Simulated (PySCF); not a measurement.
Molecule: BSi₃H₈Cl, SMILES [SiH3][SiH2][SiH2]BCl.

```xyz
13

Si    -2.0984     0.7064     0.0430
Si    -0.6143    -1.0571     0.5297
Si     1.3197    -0.7562    -0.7848
B      2.2897     0.7089     0.1896
Cl     1.6617     2.3407     0.1234
H     -3.2833     0.1737    -0.6978
H     -2.5723     1.3660     1.2983
H     -1.4226     1.7278    -0.8124
H     -1.2619    -2.3776     0.2514
H     -0.2325    -1.0224     1.9777
H      2.1083    -2.0229    -0.8868
H      0.8718    -0.3308    -2.1491
H      3.2411     0.5338     0.9123
```

GIAO shifts, PBE0/pcSseg-1, PySCF, at a PBE0-D3(BJ)/def2-SVP geometry (no frequency check), against TMS for ²⁹Si, BF₃.OEt₂ for ¹¹B and HCl for ³⁵Cl computed at the same level (Cl: the usual scale starts at aqueous chloride instead). Gas phase, fully decoupled, line heights follow the number of nuclei, widths are arbitrary (no quadrupolar broadening); values of one conformer, averaged over nuclei that symmetry or rotation about single bonds exchange, these motions taken as fast; other conformers aren't averaged in.

> Which ²⁹Si signals does it give?

3 signals.


```csv
δ (ppm),nuclei,atoms
−99.7,1,Si3
−105.2,1,Si1
−123.8,1,Si2
```

> How many ¹¹B lines appear, and where?

1 signal.


| δ (ppm) | nuclei | atoms |
| --- | --- | --- |
| 99.4 | 1 | B4 |

> How many ³⁵Cl lines appear, and where?

1 signal.


| δ (ppm) | nuclei | atoms |
| --- | --- | --- |
| 427.1 | 1 | Cl5 |

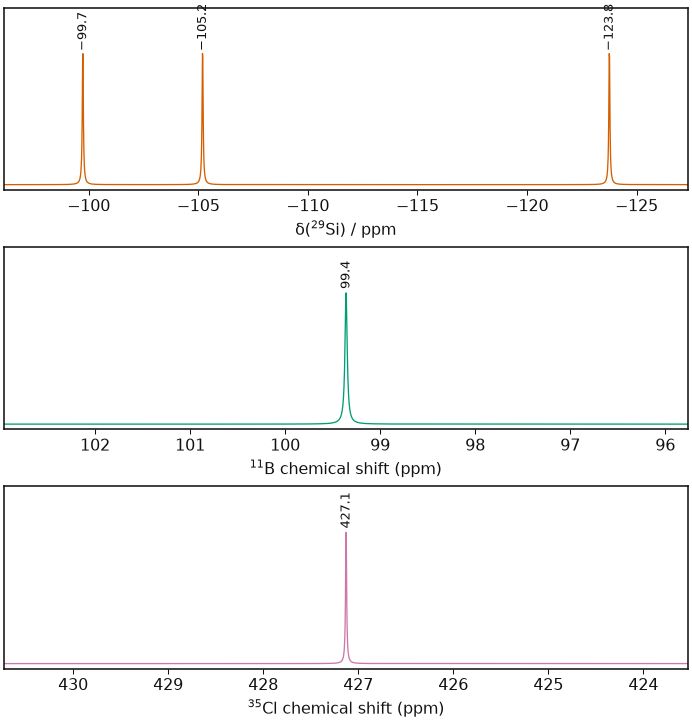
